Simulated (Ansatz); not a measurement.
# CH₅FGe (SMILES F[CH2][GeH3]): one structure at several levels

A test off equilibrium: a structure displaced at random from a GFN2-xTB minimum is computed at several levels, and each is set against CCSD(T).

Method: single points in def2-TZVPP; program: Ansatz 0.2.0, Gaussian basis.

Correlated methods freeze the cores. Filled d shells of the heavier atoms are correlated.

**1. Starting geometry**

8 atoms, charge 0, spin multiplicity 1.

Atoms are counted from 1 here; the program's logs count them from 0.

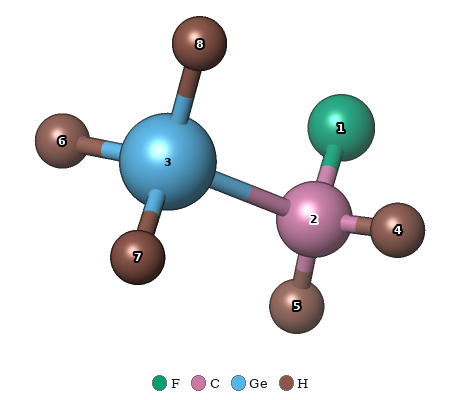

The starting geometry (fluorine teal, carbon pink, germanium blue, hydrogen brown); atoms are numbered from 1 in the order of the file.

Geometry (Å):

```xyz
8
charge 0, multiplicity 1
F    -1.17100    1.39410   -0.70350
C    -0.56250    0.12770   -0.85680
Ge    0.59190   -0.20840    0.77040
H     0.00270    0.17740   -1.78470
H    -1.40450   -0.60910   -0.97290
H    -0.27710   -0.15110    1.98690
H     1.21190   -1.53540    0.63110
H     1.61940    0.85900    0.85830
```

**2. CCSD(T)/def2-TZVPP**

The input, run/in.yaml:

```yaml
crystal:
  periodic: [false, false, false]
  atoms:
    - {symbol: F, position_ang: [-1.171000, 1.394100, -0.703500]}
    - {symbol: C, position_ang: [-0.562500, 0.127700, -0.856800]}
    - {symbol: Ge, position_ang: [0.591900, -0.208400, 0.770400]}
    - {symbol: H, position_ang: [0.002700, 0.177400, -1.784700]}
    - {symbol: H, position_ang: [-1.404500, -0.609100, -0.972900]}
    - {symbol: H, position_ang: [-0.277100, -0.151100, 1.986900]}
    - {symbol: H, position_ang: [1.211900, -1.535400, 0.631100]}
    - {symbol: H, position_ang: [1.619400, 0.859000, 0.858300]}
basis:
  gaussian: {orbitals: def2-TZVPP}
correlation: {method: ccsd_t}
output: {forces: true}
```

The command line of these runs was not kept.

**3. PBE0-D4/def2-TZVPP**

run/in.yaml, as its differences from that of step 2:

```diff
@@ -13,3 +13,3 @@
   gaussian: {orbitals: def2-TZVPP}
-correlation: {method: ccsd_t}
-output: {forces: true}
+hamiltonian: {xc: pbe0, dispersion: d4}
+output: {forces: true, orbitals: {seedname: orbitals}}
```

**4. wB97M-V/def2-TZVPP**

run/in.yaml, as its differences from that of step 3:

```diff
@@ -13,3 +13,3 @@
   gaussian: {orbitals: def2-TZVPP}
-hamiltonian: {xc: pbe0, dispersion: d4}
-output: {forces: true, orbitals: {seedname: orbitals}}
+hamiltonian: {xc: {name: wB97M-V}}
+output: {forces: true}
```

**5. r2SCAN-D4/def2-TZVPP**

run/in.yaml, as its differences from that of step 4:

```diff
@@ -13,3 +13,3 @@
   gaussian: {orbitals: def2-TZVPP}
-hamiltonian: {xc: {name: wB97M-V}}
+hamiltonian: {xc: r2scan, dispersion: d4}
 output: {forces: true}
```

**6. PBE-D4/def2-TZVPP**

run/in.yaml, as its differences from that of step 5:

```diff
@@ -13,3 +13,3 @@
   gaussian: {orbitals: def2-TZVPP}
-hamiltonian: {xc: r2scan, dispersion: d4}
+hamiltonian: {xc: pbe, dispersion: d4}
 output: {forces: true}
```

**7. B97M-V/def2-TZVPP**

run/in.yaml, as its differences from that of step 6:

```diff
@@ -13,3 +13,3 @@
   gaussian: {orbitals: def2-TZVPP}
-hamiltonian: {xc: pbe, dispersion: d4}
+hamiltonian: {xc: {name: B97M-V}}
 output: {forces: true}
```

**8. r2SCAN0-D4/def2-TZVPP**

run/in.yaml, as its differences from that of step 7:

```diff
@@ -13,3 +13,3 @@
   gaussian: {orbitals: def2-TZVPP}
-hamiltonian: {xc: {name: B97M-V}}
+hamiltonian: {xc: {name: r2SCAN0}, dispersion: d4}
 output: {forces: true}
```

(Steps that only read results are left out.)

Q: Predict the outcome of this session. Wanted: energy less free atoms, CCSD(T)/def2-TZVPP; RMS force component; RMS force error; HOMO and LUMO, PBE0-D4; T1 diagnostic.

**Answer**, as computed:

| quantity | value |
| --- | --- |
| energy less free atoms, CCSD(T)/def2-TZVPP | -585.4 kcal/mol |
| RMS force component | 0.541 to 0.598 eV/Å over the methods |
| RMS force error | PBE0-D4 0.106, wB97M-V 0.024, r2SCAN-D4 0.023, PBE-D4 0.142, B97M-V 0.072, r2SCAN0-D4 0.125 eV/Å |
| HOMO and LUMO, PBE0-D4 | -8.44 and 0.72 eV |
| T1 diagnostic | 0.011 |

**Reading.** Against CCSD(T) the functionals' energies less atoms differ by -13.9 to -1.4 kcal/mol, PBE-D4 by -13.9 kcal/mol. The reference is not at the basis limit: in triple zeta CCSD(T) underbinds, which counts against methods that bind more; the gaps are no ranking. For forces r2SCAN-D4 does best and PBE-D4 worst. Frozen-core CCSD(T) forces in triple zeta carry basis errors of their own, and this is one geometry, so small gaps rank nothing.
